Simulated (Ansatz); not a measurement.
# ClH₂OSiSn (SMILES [Cl][Sn]1[O][SiH2]1) (doublet): what the fields show

```yaml
atoms:
  - { symbol: Cl, position_ang: [-1.2722, -0.6273, 2.6278] }
  - { symbol: O, position_ang: [-1.4801, 0.4831, -0.5272] }
  - { symbol: Si, position_ang: [-0.3297, 1.5959, -0.2085] }
  - { symbol: Sn, position_ang: [-2.6404, 0.7641, 1.2191] }
  - { symbol: H, position_ang: [1.0079, 1.1189, 0.2379] }
  - { symbol: H, position_ang: [-0.2541, 2.7548, -1.1439] }
```

Geometry: PBE0-D3(BJ)/def2-SVP; core potentials replace the inner electrons of Sn.

Theory: isolated molecule in a Gaussian basis; Kohn-Sham density functional theory, functional PBE0 (Ansatz).

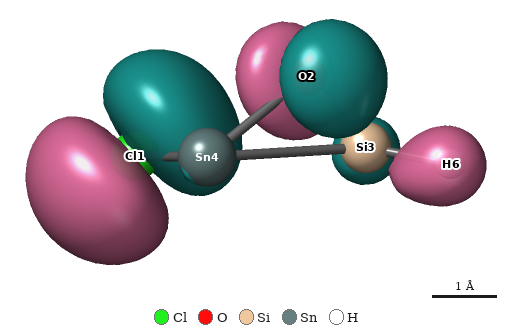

Figure 1. The HOMO−1 (β) at ±0.08 Å⁻³ᐟ² (teal and pink are the two phases), seen from one side.

Q: Where does this orbital lie, and at what energy?

A: Its weight (Hirshfeld) is mainly on Cl1 (about 65 %) and O2 (about 20 %). Its energy is −8.54 eV.

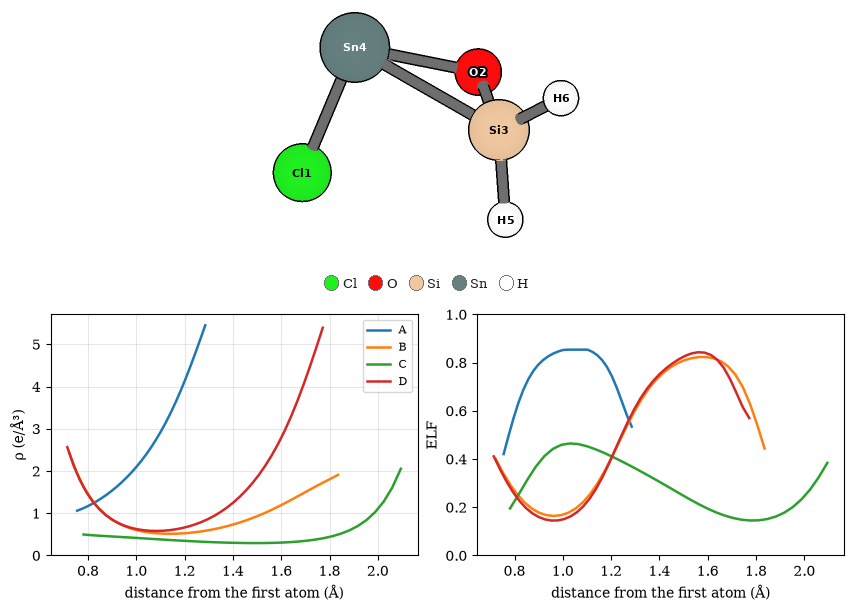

Figure 2. Electron density and ELF along straight lines between neighbouring atoms. The curves leave out the atomic cores. The structure is drawn too.

Q: Which curve belongs to which contact (Si–O, Si–Sn, Sn–Cl and Sn–O)? The first atom named is at distance zero.

A: Curve A: Si–O (1.63 Å): ρ at the midpoint is about 1.2 e/Å³; the ELF peaks at about 0.85 between the atoms: a shared but strongly polarised pair. Curve B: Sn–Cl (2.41 Å): the density is about 0.53 e/Å³ at the midpoint; the ELF peaks at about 0.80 in the valence shell of Cl, 0.8 Å from its nucleus, and drops to about 0.15 between the two atoms. Curve C: Si–Sn (2.84 Å): ρ is about 0.3 e/Å³ halfway; the ELF is about 0.30 at the midpoint and 0.15 at its lowest between the atoms. Curve D: Sn–O (2.12 Å): ρ is about 0.58 e/Å³ halfway; the ELF peaks at about 0.85 in the valence shell of O, 0.6 Å from its nucleus, and drops to about 0.15 between the two atoms.

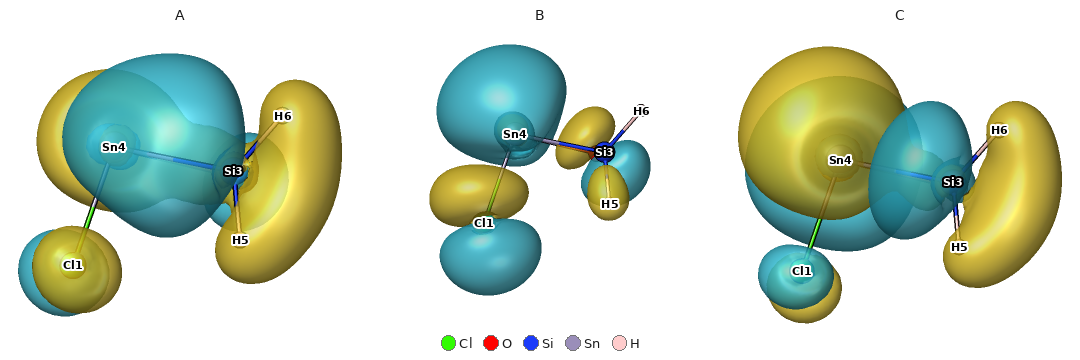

Figure 3. Three frontier orbitals at ±0.06 Å⁻³ᐟ² (yellow and cyan are the two phases), in no order.

Q: Order the three orbitals by energy and name them. All are α orbitals.

A: B is the HOMO−1 (α) (−8.04 eV). By Hirshfeld shares it lies mainly on Sn4 (about 45 %), Cl1 (about 35 %) and O2 (about 15 %). A is the HOMO (α) (−6.24 eV). It lies mainly on Si3 (about 45 %), Sn4 (about 25 %) and O2 (about 15 %). C is the LUMO (α) (−2.35 eV). Its weight (Hirshfeld) is mainly on Sn4 (about 65 %) and Si3 (about 20 %).

Q: What is the gap between the highest occupied and lowest empty α orbitals?

A: 3.89 eV between the orbital energies.
